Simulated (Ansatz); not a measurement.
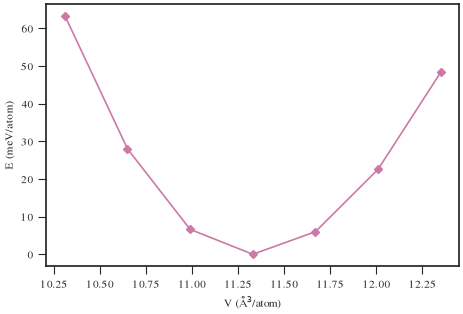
Fig. 1. SrVO$_{3}$ (cubic perovskite, Pm-3m) under volume change, r²SCAN (plane waves, PAW; program Ansatz), scaled uniformly.

What does a third-order Birch–Murnaghan fit give for V₀, B₀ and B′?

V₀ = 11.35 Å³/atom, B₀ = 191 GPa, B′ = 2.9.

Symmetry was held in the r²SCAN relaxation. Magnetic state: ferromagnetic, chosen from 3 collinear starts compared on coarse meshes (ties went to the first, and starts can fall back to one state), not a proven ground state. Other orbital occupations within this spin state were not tried. No Hubbard U is applied.

Potentials: the later of the program's two PAW sets.
